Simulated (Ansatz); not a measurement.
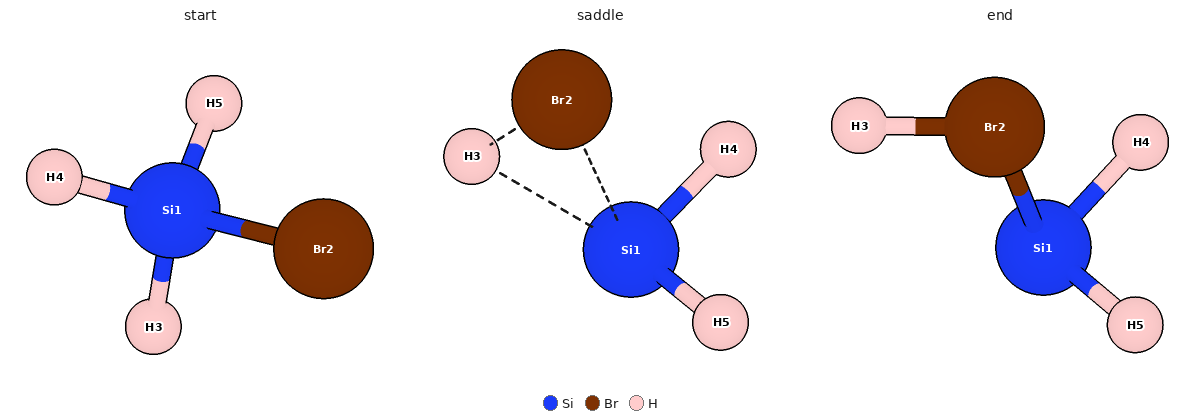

One elementary step of SiH₃Br: start, first-order saddle point (changing pairs dashed) and end. Electronic energies at PBE0-D4/def2-TZVP geometries, energies in def2-TZVPP, the Ansatz code 0.2.0; cores frozen in correlated methods, no zero-point terms. Start and end are the structures at the ends of the path (complexes, where there are several molecules). On heavy atoms the filled d shell below the valence is correlated. The limit is the MP2 basis limit plus CCSD(T) less MP2 in triple zeta. Lines between the levels only guide the eye.

**Which bonds change in the step?**

Br2–H3 (3.03 → 1.45 → 1.43 Å) forms; Si1–H3 (1.48 → 2.32 → 3.18 Å) breaks; Si1–Br2 (2.22 → 2.80 → 2.63 Å) lengthens (lengths at start, saddle and end; changes of bond order aren't listed). The imaginary mode at the saddle is 519.7i cm⁻¹ (PBE0-D4).

**What are the heights of saddle and end over the start, in kcal/mol? Levels: RPA on PBE, CCSD(T) at the basis limit and MP2.**

| level | barrier | reverse barrier | step energy |
| --- | --- | --- | --- |
| RPA on PBE | 70.2 | 4.3 | 65.9 |
| CCSD(T) at the basis limit | 74.0 | 4.1 | 69.9 |
| MP2 | 76.6 | 4.1 | 72.5 |

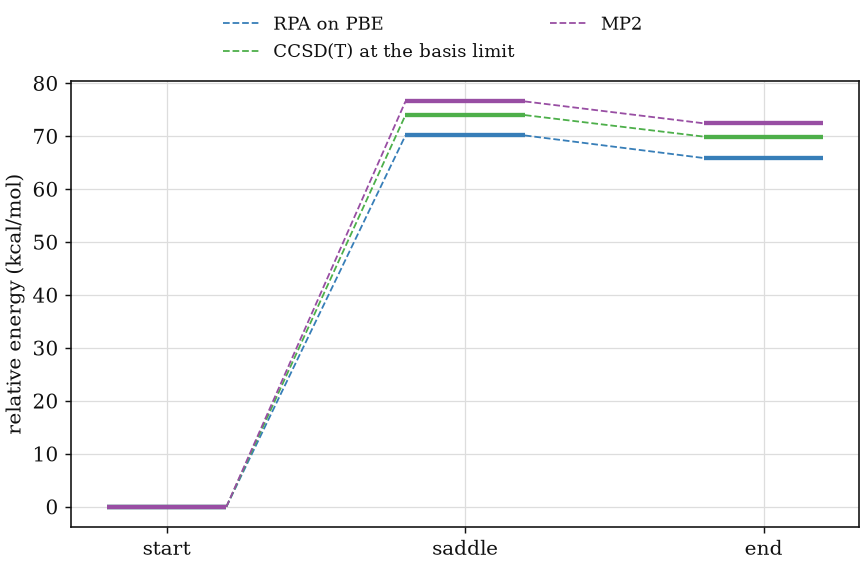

Limits of at least one run: no scalar relativity up to krypton; restricted reference unstable towards unrestricted.
